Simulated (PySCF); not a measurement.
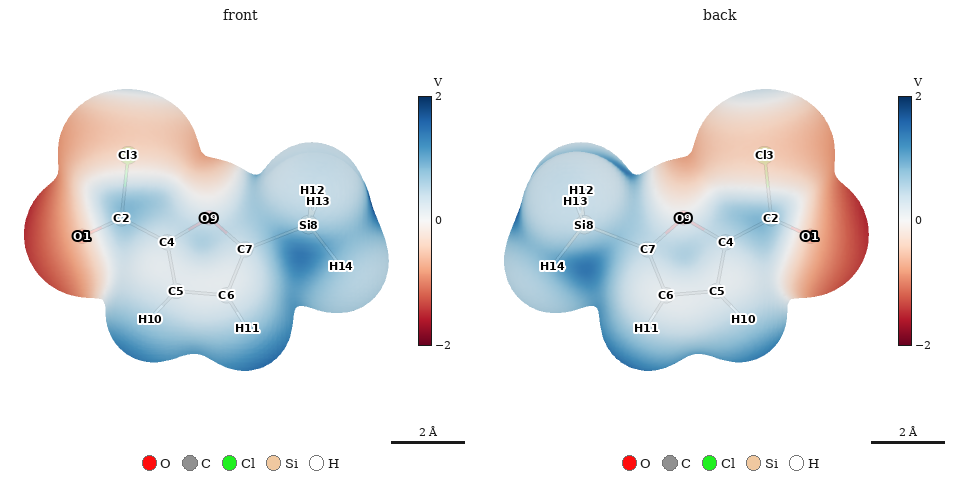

*C5H5ClO2Si (SMILES O=C(Cl)c1ccc([SiH3])o1). The molecular electrostatic potential painted on the density surface at 0.002 e/bohr³, seen from the front and from behind; red is negative and blue positive.*

Geometry: GFN2-xTB.

Level of theory: PySCF 2.14.0, CAM-B3LYP/def2-SVPD, SCF density, gas phase.

```yaml
atoms:
  - { symbol: O, position_ang: [3.7230, 0.2582, 0.1160] }
  - { symbol: C, position_ang: [2.6392, 0.7553, 0.1261] }
  - { symbol: Cl, position_ang: [2.4587, 2.5144, 0.2547] }
  - { symbol: C, position_ang: [1.3692, 0.0854, 0.0412] }
  - { symbol: C, position_ang: [1.1124, -1.2705, -0.0690] }
  - { symbol: C, position_ang: [-0.2804, -1.3926, -0.1149] }
  - { symbol: C, position_ang: [-0.7962, -0.1161, -0.0313] }
  - { symbol: Si, position_ang: [-2.5507, 0.5700, -0.0259] }
  - { symbol: O, position_ang: [0.2053, 0.7668, 0.0623] }
  - { symbol: H, position_ang: [1.8503, -2.0453, -0.1084] }
  - { symbol: H, position_ang: [-0.8483, -2.2964, -0.1985] }
  - { symbol: H, position_ang: [-2.6880, 1.4696, -1.1694] }
  - { symbol: H, position_ang: [-2.7537, 1.2841, 1.2330] }
  - { symbol: H, position_ang: [-3.4414, -0.5833, -0.1381] }
```

Where is the surface potential most negative and most positive?

The most negative region (about −1.5 V) lies over O1, the most positive (about +1.7 V) over Si8. Cl3 shows a σ-hole: about +0.3 V at the tip opposite its bond, against about −0.6 V on its flanks. O1 is the likeliest acceptor of a hydrogen bond.

What dipole moment does the calculation give?

Its dipole moment is 4.57 D.
